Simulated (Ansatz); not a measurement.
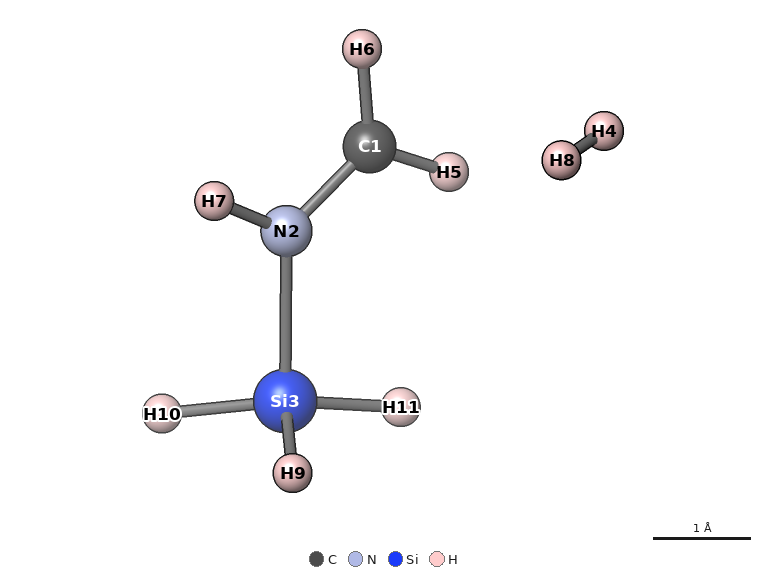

Orthographic view. Atoms fade into the background with distance from the viewer. The species has charge +1 and is a spin singlet. The computed structure is the end point of a PBE0-D4/def2-TZVP optimisation. No frequency run is at hand to confirm it as a minimum.

List the bonded neighbours of every atom.

C1: N2, H5, H6
N2: C1, Si3, H7
Si3: N2, H9, H10, H11
H4: H8
H5: C1
H6: C1
H7: N2
H8: H4
H9: Si3
H10: Si3
H11: Si3
